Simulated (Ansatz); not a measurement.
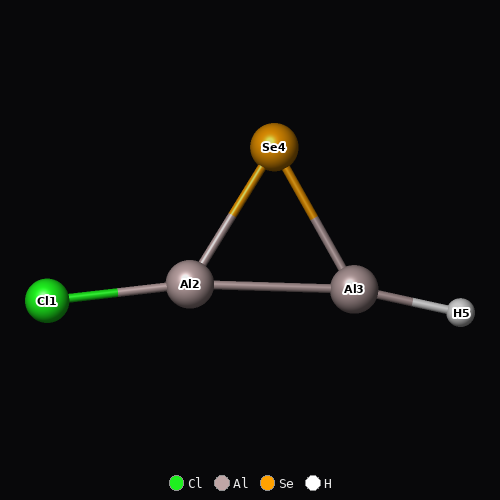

The system is Al₂ClHSe, SMILES [Cl][Al]1[AlH][Se]1; the picture shows the reference structure. The first coordinate is: bond length Al3–H5; the second: angle H5–Al3–Al2. Nothing is relaxed (all other coordinates rigid). The grid has 15 × 15 points. Energies are in kcal/mol, from the lowest grid point. Computed with Ansatz, RKS PBE-D4/def2-TZVP.

Its coordinates:

```
atom    x (Å)    y (Å)    z (Å)
  Cl  -1.3762  -2.6239   1.4950
  Al  -0.4048  -0.9886   0.5923
  Al   0.9709   0.8112  -0.2209
  Se  -1.1778   0.4171  -1.1510
   H   2.0737   1.9071  -0.5609
```

Range: bond length Al3–H5 from 1.337 to 2.069 Å; angle H5–Al3–Al2 from 134.5 to 179.0°.

Question: Predict the map.

Answer: The lowest grid point is at bond length Al3–H5 = 1.598 Å, angle H5–Al3–Al2 = 169.5°. No other kind of well shows on this grid. The highest grid point, bond length Al3–H5 = 2.069 Å, angle H5–Al3–Al2 = 134.5°, lies 25.3 kcal/mol above the lowest.

| angle H5–Al3–Al2 ↓, bond length Al3–H5 → | 1.337 | 1.389 | 1.441 | 1.494 | 1.546 | 1.598 | 1.651 | 1.703 | 1.755 | 1.807 | 1.860 | 1.912 | 1.964 | 2.017 | 2.069 |
| --- | --- | --- | --- | --- | --- | --- | --- | --- | --- | --- | --- | --- | --- | --- | --- |
| 179.0 | 14.3 | 8.6 | 4.7 | 2.2 | 1.0 | 0.6 | 1.1 | 2.1 | 3.7 | 5.6 | 7.8 | 10.2 | 12.6 | 15.3 | 18.0 |
| 175.8 | 13.9 | 8.2 | 4.4 | 1.9 | 0.6 | 0.3 | 0.7 | 1.8 | 3.3 | 5.3 | 7.5 | 9.9 | 12.3 | 15.0 | 17.8 |
| 172.6 | 13.6 | 8.0 | 4.1 | 1.6 | 0.4 | 0.1 | 0.5 | 1.6 | 3.1 | 5.1 | 7.3 | 9.7 | 12.2 | 14.8 | 17.6 |
| 169.5 | 13.6 | 7.9 | 4.0 | 1.6 | 0.3 | 0.0 | 0.5 | 1.5 | 3.1 | 5.0 | 7.3 | 9.6 | 12.1 | 14.8 | 17.6 |
| 166.3 | 13.6 | 8.0 | 4.1 | 1.6 | 0.4 | 0.1 | 0.5 | 1.6 | 3.2 | 5.1 | 7.4 | 9.7 | 12.2 | 14.9 | 17.7 |
| 163.1 | 13.8 | 8.2 | 4.3 | 1.8 | 0.6 | 0.3 | 0.8 | 1.8 | 3.4 | 5.3 | 7.6 | 10.0 | 12.4 | 15.1 | 17.9 |
| 159.9 | 14.1 | 8.5 | 4.7 | 2.2 | 0.9 | 0.6 | 1.1 | 2.2 | 3.7 | 5.7 | 7.9 | 10.3 | 12.8 | 15.5 | 18.2 |
| 156.7 | 14.6 | 9.0 | 5.1 | 2.7 | 1.4 | 1.1 | 1.6 | 2.7 | 4.2 | 6.2 | 8.4 | 10.8 | 13.3 | 15.9 | 18.7 |
| 153.6 | 15.2 | 9.6 | 5.7 | 3.3 | 2.0 | 1.7 | 2.2 | 3.3 | 4.8 | 6.8 | 9.0 | 11.4 | 13.8 | 16.5 | 19.3 |
| 150.4 | 16.0 | 10.4 | 6.5 | 4.0 | 2.8 | 2.5 | 3.0 | 4.0 | 5.6 | 7.5 | 9.7 | 12.1 | 14.6 | 17.2 | 20.0 |
| 147.2 | 16.9 | 11.3 | 7.4 | 5.0 | 3.7 | 3.4 | 3.9 | 4.9 | 6.5 | 8.4 | 10.6 | 13.0 | 15.4 | 18.1 | 20.8 |
| 144.0 | 17.9 | 12.3 | 8.5 | 6.0 | 4.7 | 4.4 | 4.9 | 6.0 | 7.5 | 9.4 | 11.6 | 14.0 | 16.4 | 19.0 | 21.7 |
| 140.8 | 19.1 | 13.5 | 9.7 | 7.2 | 5.9 | 5.6 | 6.1 | 7.1 | 8.7 | 10.6 | 12.8 | 15.1 | 17.5 | 20.1 | 22.8 |
| 137.7 | 20.4 | 14.8 | 10.9 | 8.5 | 7.2 | 6.9 | 7.3 | 8.4 | 9.9 | 11.8 | 14.0 | 16.3 | 18.7 | 21.3 | 24.0 |
| 134.5 | 21.9 | 16.3 | 12.4 | 9.9 | 8.7 | 8.3 | 8.8 | 9.8 | 11.3 | 13.2 | 15.4 | 17.7 | 20.1 | 22.7 | 25.3 |

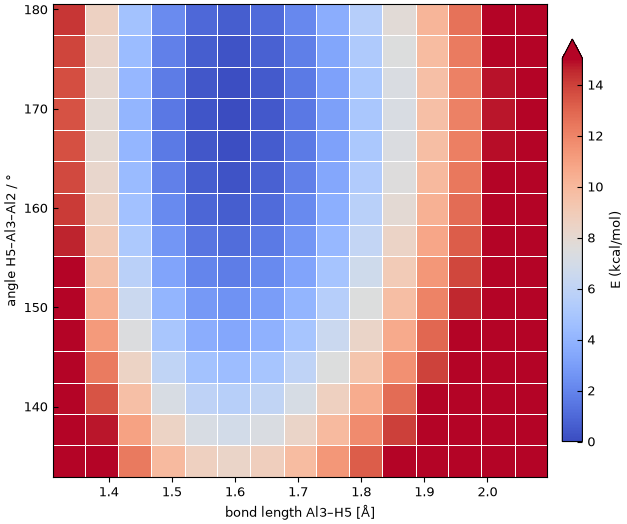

The picture shows one coloured cell a grid point, one colour for all values above the top of the scale.

The whole map (225 points run) took 21 min on 1 thread of Arm Neoverse V2, on a shared host.
